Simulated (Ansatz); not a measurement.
Layers are cut from database crystals; whether they can be made is not shown.

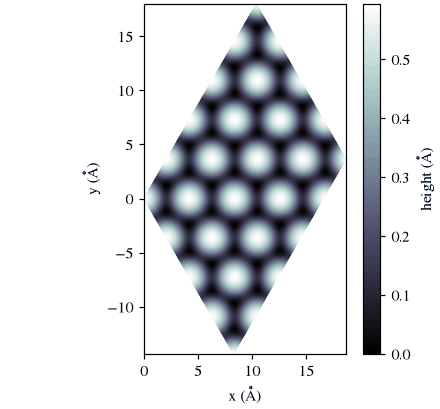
Figure. Simulated constant-current image at -2.8 V from a Fermi level inside the gap (filled states down to 1.0 eV under the valence edge)

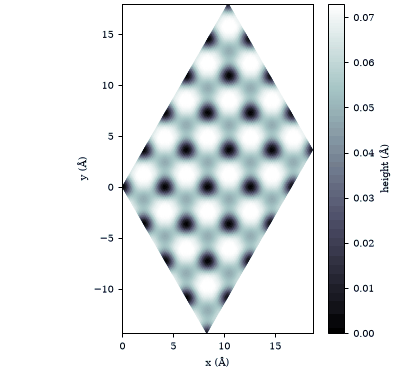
Fig. 1. Simulated constant-current image at +2.8 V from a Fermi level inside the gap (empty states up to 1.0 eV over the conduction edge)

The numbers are results of PBE, Tersoff-Hamann images (plane waves, PAW; Ansatz, a program for electronic structure), not measurements.

Mesh 18×18×1, no spin-orbit coupling, no spin polarisation; biases count from the run's Fermi level. The set point is the mean density 3.5 Å over the top atom.

The sample is: single layer of MgI$_{2}$ (symmetry P-3m1 as a slab, 3 atoms a cell). Atoms are numbered in the order of this list of the upper atoms (x, y, depth in Å): I1 (0.0, 0.0, 0.0); Mg2 (2.1, -1.2, 1.7).

Which sites are bright, and how large is the corrugation?

At -2.8 V the maximum lies over I1 and the sites alike, corrugation about 0.59 Å. At +2.8 V the maximum lies off the atoms, 1.9 Å sideways from I1, corrugation about 0.074 Å.
